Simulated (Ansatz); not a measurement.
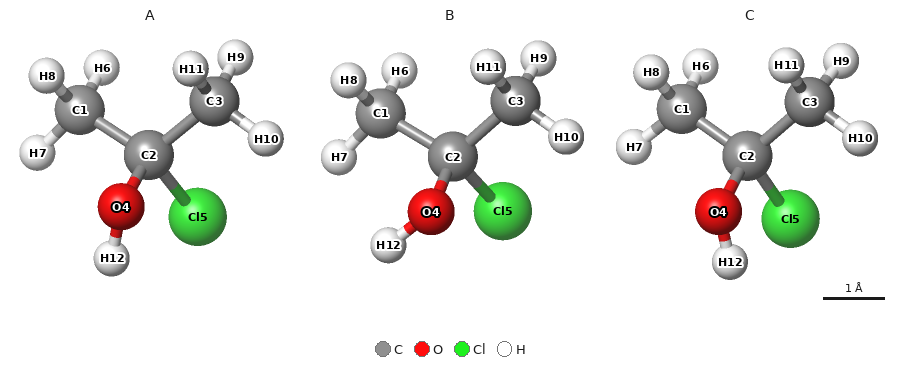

3 geometries from one relaxation of C₃H₇ClO (coarse preliminary run), in shuffled order. Style: ball-and-stick. Shown at a tilt.

The start comes from a force field.

Theory: RKS PBE-D4/def2-SVP (Ansatz). Set-up: force threshold 0.03 eV/Å; at most 200 steps.

Q: Order the frames from highest to lowest energy.

A: C, A, B. They are steps 0, 5, 11, at +13.2 kcal/mol, +2.41 kcal/mol relative to the last. The energy falls by 13.2 kcal/mol in 10 accepted moves (11 points after the start). Largest force component: 3.5 eV/Å at the start, 0.024 eV/Å at the end. The line search rejected the trial step at point 10 of the run. The atom that moves furthest after the best rigid fit is H12 (0.75 Å). By element the largest moves are H 0.75 Å, Cl 0.28 Å, O 0.21 Å, C 0.10 Å. Near-neighbour distances that change, for instance: C2–Cl5 1.784 → 1.896 Å, C1–C2 1.454 → 1.525 Å, O4–H12 0.916 → 0.977 Å, C1–H8 1.065 → 1.110 Å. Bond angles that change, for instance: O4–C2–Cl5 103.2° → 109.2°, H9–C3–H10 104.2° → 109.2°, C2–C1–H8 114.1° → 109.2°. Groups turn about C2–O4 by about 65°.
